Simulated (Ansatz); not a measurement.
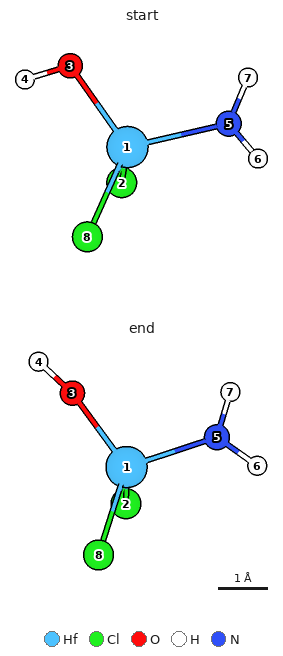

The structure of HfNH3OCl2 before (top) and after (bottom) a relaxation, at one scale.

Style: ball-and-stick. Shown from a free direction.

The run prepares the start of a later molecular dynamics calculation, from a guessed geometry.

Theory: Ansatz, RKS B3LYP-D4/def2-SVP. (no spin polarisation; force threshold 0.02 eV/Å; at most 40 steps)

> What changed between the two?

Over 7 geometry steps the energy falls by 118.3 kJ/mol. The largest force component goes from 2.1 to 0.018 eV/Å. The atom that moves furthest after the best rigid fit is H4 (0.71 Å). By element the largest moves are H 0.71 Å, O 0.30 Å, Cl 0.26 Å, N 0.25 Å, Hf 0.15 Å. Among the contacts that change: Hf1–N5 2.208 → 2.019 Å, Hf1–O3 2.070 → 1.910 Å, Hf1–Cl2 2.520 → 2.380 Å, O3–H4 1.010 → 0.959 Å. Among the angles between lasting bonds that change: Hf1–O3–H4 109.5° → 168.7°, H6–N5–H7 120.0° → 108.4°, Hf1–N5–H7 120.0° → 126.8°. Groups turn about Hf1–N5 by about 35°.
